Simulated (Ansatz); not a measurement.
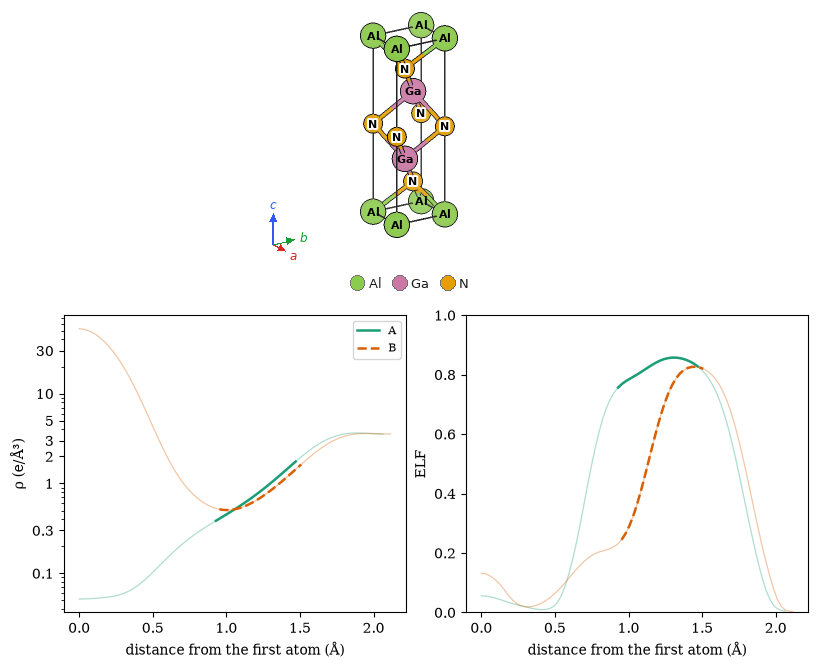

The picture shows: AlGa2N3. Valence charge density (pseudo) and electron localisation function along straight lines between neighbouring atoms. Thin, pale parts lie inside the atomic spheres. The structure is drawn too.

Space group P-3m1; a structure generated by program, which may or may not match a known phase.

Level of theory: DFT PBE, scalar-relativistic, plane waves, PAW in Ansatz.

The density is the valence pseudo-density of a PAW calculation; it isn't the true density close to the nuclei.

```cif
data_structure
_symmetry_space_group_name_H-M 'P 1'
_symmetry_Int_Tables_number 1
_cell_length_a 2.9719
_cell_length_b 2.9719
_cell_length_c 7.2863
_cell_angle_alpha 90.000
_cell_angle_beta 90.000
_cell_angle_gamma 120.000
_cell_volume 55.73
loop_
_atom_site_label
_atom_site_type_symbol
_atom_site_fract_x
_atom_site_fract_y
_atom_site_fract_z
_atom_site_occupancy
Al1 Al 0.00000 0.00000 0.00000 1
Ga1 Ga 0.33333 0.66667 0.67000 1
Ga2 Ga 0.66667 0.33333 0.33000 1
N1 N 0.66667 0.33333 0.84254 1
N2 N 0.00000 0.00000 0.50000 1
N3 N 0.33333 0.66667 0.15746 1
```

Q: Which curve belongs to which contact (Al–N and Ga–N)? The first atom named is at distance zero.

A: Curve A: Al–N (2.06 Å): ρ is about 0.49 e/Å³ halfway; the ELF peaks at about 0.85 in the valence shell of N, 0.7 Å from its nucleus, and is about 0.80 at the midpoint. Curve B: Ga–N (2.12 Å): the density is about 0.52 e/Å³ at the midpoint; the ELF peaks at about 0.85 in the valence shell of N, 0.7 Å from its nucleus, and is about 0.35 at the midpoint.
